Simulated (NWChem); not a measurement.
# AlH3S (SMILES [AlH2][SH]) at 6 levels

We compute a comparison of 6 runs (HF/STO-3G, HF/3-21G, HF/def2-SVP, B3LYP/6-31G*, CCSD/def2-TZVP, CCSD(T)/def2-TZVP) of AlH3S. 

The calculation is run with NWChem 7.3.0.

**1. The structure to begin with**

AlH3S has 5 atoms, charge 0, and is taken as a singlet. As SMILES, `[AlH2][SH]`. Geometry: relaxed at PBE0-D4/def2-TZVP.

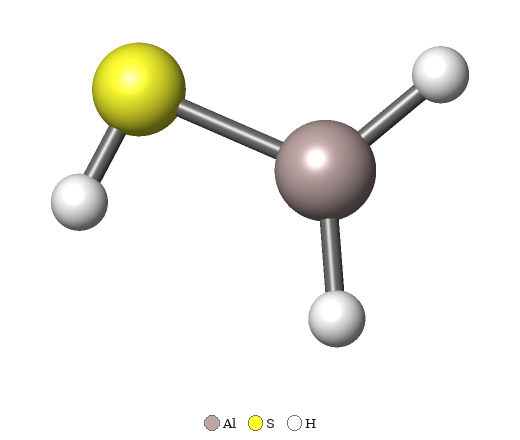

The structure, seen from a chosen angle (aluminium light grey, sulfur yellow, hydrogen white).

**2. Energy and gradient at HF/STO-3G (run 1)**

Contents of alh3s.nw:

```
start alh3s
title "AlH3S gradient"
memory stack 880 mb heap 220 mb global 1100 mb

geometry noautosym nocenter noautoz
 Al   -0.616100   -0.064200   -0.181700
 S     1.129100   -0.343100    1.096600
 H    -1.981700   -0.650100    0.351100
 H    -0.441100    0.696000   -1.556400
 H     1.959700    0.287800    0.249000
end

basis spherical bse
 * library STO-3G
end

scf
 thresh 1e-08
 maxiter 80
 print low
end

task scf gradient
```

On the command line:

```sh
$ nwchem alh3s.nw > alh3s.out
```

Standard output:

```text
[...]
  functions       =    21
[...]
  wavefunction    = RHF
[...]
         Total SCF energy =   -633.945389538490
      One-electron energy =  -1031.768781047819
      Two-electron energy =    324.008486431258
 Nuclear repulsion energy =     73.814905078071
        Time for solution =      0.9s
[...]
                         RHF ENERGY GRADIENTS
    atom               coordinates                        gradient
                 x          y          z           x          y          z
   1 Al     -1.164260  -0.121320  -0.343363    0.004709   0.001658  -0.001128
   2 S       2.133690  -0.648365   2.072274    0.022769  -0.012036   0.032686
   3 H      -3.744870  -1.228511   0.663483   -0.038163  -0.017651   0.017322
   4 H      -0.833558   1.315249  -2.941170    0.006102   0.022091  -0.039518
   5 H       3.703296   0.543863   0.470542    0.004583   0.005938  -0.009362
 Task  times  cpu:        1.4s     wall:        1.4s
 Total times  cpu:        1.5s     wall:        1.5s
```

It took 2 s on 1 thread of Intel Xeon Platinum 8175M at 2.50GHz (Skylake/Cascade Lake), shared host; peak memory 0.099 GiB.

**3. Energy and forces at HF/3-21G (run 2)**

Contents of run.py:

```python
from ase import Atoms
from ase.calculators.nwchem import NWChem

mol = Atoms(['Al', 'S', 'H', 'H', 'H'], positions=[
    [-0.616100, -0.064200, -0.181700],
    [1.129100, -0.343100, 1.096600],
    [-1.981700, -0.650100, 0.351100],
    [-0.441100, 0.696000, -1.556400],
    [1.959700, 0.287800, 0.249000],
])

calc = NWChem(
    label='geom',
    theory='scf',
    memory='2200 mb',
    basis='3-21G',
    basispar='spherical bse',
    scf={'nopen': '0', 'rhf': None, 'thresh': '1e-08', 'maxiter': '80'},
)
mol.calc = calc

forces = mol.get_forces()
print("Total energy (eV):", round(mol.get_potential_energy(), 6))
print("forces (eV/A):")
for s, f in zip(mol.symbols, forces):
    print(f"{s:2s} {f[0]:10.5f} {f[1]:10.5f} {f[2]:10.5f}")
print("dipole (e A):", mol.get_dipole_moment().round(4))
```

On the command line:

```sh
$ export ASE_NWCHEM_COMMAND="nwchem PREFIX.nwi > PREFIX.nwo"
$ python run.py
```

Standard output:

```text
Total energy (eV): -17358.305586
forces (eV/A):
Al   -1.30206   -0.01759   -0.52389
S     0.78393   -0.08058    0.48913
H    -0.12172   -0.04767    0.03898
H     0.08870    0.07749   -0.10963
H     0.55114    0.06834    0.10542
dipole (e A): [-0.1695  0.179  -0.4137]
```

The calculator wrote geom.nwi:

```
title "geom"

permanent_dir geom

scratch_dir geom

start geom

geometry units angstrom nocenter noautosym noautoz
  Al -6.1609999999999998e-01 -6.4199999999999993e-02 -1.8170000000000000e-01
  S  1.1291000000000000e+00 -3.4310000000000002e-01 1.0966000000000000e+00
  H  -1.9817000000000000e+00 -6.5010000000000001e-01 3.5110000000000002e-01
  H  -4.4109999999999999e-01 6.9599999999999995e-01 -1.5564000000000000e+00
  H  1.9597000000000000e+00 2.8780000000000000e-01 2.4900000000000000e-01
end

memory 2200 mb

basis spherical bse noprint
   * library 3-21G
end

scf
  nopen 0
  rhf
  thresh 1e-08
  maxiter 80
end

task scf gradient
```

geom.nwo:

```text
Northwest Computational Chemistry Package (NWChem) 7.3.0
             --------------------------------------------------------

           Job information
           ---------------

    nwchem branch   = 7.3.0
    use scalapack   = T
    input           = geom.nwi
    prefix          = geom.
    data base       = geom/geom.db
    status          = startup
    nproc           =        1

           Memory information
           ------------------

    heap     =     72089596 doubles =      550.0 Mbytes
    stack    =     72089601 doubles =      550.0 Mbytes
    global   =    144179200 doubles =     1100.0 Mbytes (distinct from heap & stack)
    total    =    288358397 doubles =     2200.0 Mbytes
    verify   = yes
    hardfail = no

[... 125 lines left out ...]
 Convergence threshold     :          1.000E-08
[... 12 lines left out ...]
       Final RHF  results
[... 3 lines left out ...]
      One-electron energy =  -1031.626720600353
[... 1 line left out ...]
 Nuclear repulsion energy =     73.814905078071
[... 34 lines left out ...]
                       ROHF Final Molecular Orbital Analysis
[... 199 lines left out ...]
    atom               coordinates                        gradient
                 x          y          z           x          y          z
   1 Al     -1.164260  -0.121320  -0.343363    0.025321   0.000342   0.010188
   2 S       2.133690  -0.648365   2.072274   -0.015245   0.001567  -0.009512
   3 H      -3.744870  -1.228511   0.663483    0.002367   0.000927  -0.000758
   4 H      -0.833558   1.315249  -2.941170   -0.001725  -0.001507   0.002132
   5 H       3.703296   0.543863   0.470542   -0.010718  -0.001329  -0.002050

                 ----------------------------------------
                 |  Time  |  1-e(secs)   |  2-e(secs)   |
                 ----------------------------------------
                 |  CPU   |       0.00   |       0.56   |
                 ----------------------------------------
                 |  WALL  |       0.00   |       0.56   |
                 ----------------------------------------

 Task  times  cpu:        1.7s     wall:        1.7s
 Total times  cpu:        1.8s     wall:        1.8s
```

It took 3.6 s on 1 thread of Intel Xeon Platinum 8175M at 2.50GHz (Skylake/Cascade Lake), shared host; peak memory 0.1 GiB.

Runs 3 to 5 aren't shown in full; the table further down has their settings and results.

**4. The energy at CCSD(T)/def2-TZVP (run 6)**

Contents of m1.nw:

```
start m1
memory 2200 mb

geometry units au noautosym nocenter noautoz
  Al -1.16426027 -0.12132042 -0.34336324
  S   2.13368977 -0.64836503  2.07227367
  H  -3.74487026 -1.22851095  0.66348284
  H  -0.83355819  1.31524938 -2.94116974
  H   3.70329629  0.54386318  0.47054181
end

basis spherical bse
  * library def2-TZVP
end

scf
  thresh 1e-08
  maxiter 80
end

ccsd
  freeze core 10
  maxiter 60
end

task ccsd(t)
```

On the command line:

```sh
$ nwchem m1.nw > m1.out
```

Standard output:

```text
[...]
  functions       =    92
[...]
  wavefunction    = RHF
[...]
         Total SCF energy =   -641.248071341769
      One-electron energy =  -1035.812830641156
      Two-electron energy =    320.749859618502
 Nuclear repulsion energy =     73.814899680885
        Time for solution =     23.3s
[...]
 Total MP2 energy:           -641.498313102284897
[...]
             energy      energy      error      ampl     ampl      Block
                                                time     time      time
[...]
 Total CCSD energy:           -641.535220712046112
[...]
 Total CCSD+T(CCSD) energy:           -641.546168371207386
[...]
 Total CCSD(T) energy:                -641.546009850580049
[...]
```

It took 3.5 min on 1 thread of Intel Xeon Platinum 8175M at 2.50GHz (Skylake/Cascade Lake), shared host; peak memory 0.18 GiB.

**5. Overview of the runs**

```csv
run,level,Cartesian functions,iteration cap,energy (Eh),largest force (eV/Å),wall time
1,HF/STO-3G,no,80,-633.945390,2.349,2 s
2,HF/3-21G,no,80,-637.905970,1.404,3.6 s
3,HF/def2-SVP,no,80,-641.024606,0.307,7.5 s
4,B3LYP/6-31G* (Cartesian functions),yes,100,-642.453872,0.254,26 s
5,CCSD/def2-TZVP,no,80,-641.535221,–,3.2 min
6,CCSD(T)/def2-TZVP,no,80,-641.546010,–,3.5 min
```

**6. Results**

```
                                           quantity          value
                                run 6: total energy  -641.54601 Eh
         run 6: HOMO energy (Hartree–Fock orbitals)      -10.53 eV
         run 6: LUMO energy (Hartree–Fock orbitals)        1.27 eV
       run 6: HOMO–LUMO gap (Hartree–Fock orbitals)       11.79 eV
run 6: correlation energy (10 core orbitals frozen)     -297.9 mEh
                              run 6: (T) correction     -10.79 mEh
```

In run 1 the basis is minimal, so the values are rough. All runs together took 7.4 min, the longest 3.5 min.
